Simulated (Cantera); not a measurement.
Feed: 1 mol Si, 0.03 mol CO2, 120 mol N2, at 7.10 bar.

Method: chemical equilibrium by Gibbs-energy minimisation in Cantera with the NASA 1993 tables (ideal gas, pure condensed phases). Candidate condensed phases: C, Si, SiC, SiO2, Si2N2O, Si3N4; 34 gas species. Mutual solubility and eutectic melting of coexisting phases are not modelled. Kinetics and transport are ignored.

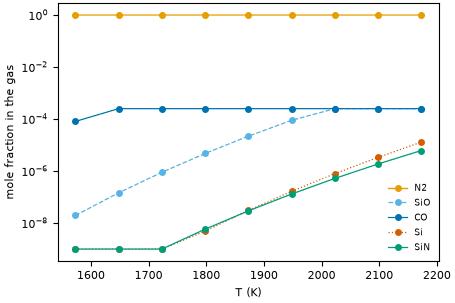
Equilibrium gas composition (values under 1e-9 drawn at 1e-9)

At 1573 K the condensed part is C(graphite) + Si2N2O(s) + Si3N4(s). From 1648 K to 1948 K the condensed part is Si2N2O(s) + Si3N4(s). From 2023 K to 2173 K the condensed part is Si3N4(s). The main Si-bearing gas is SiO throughout.
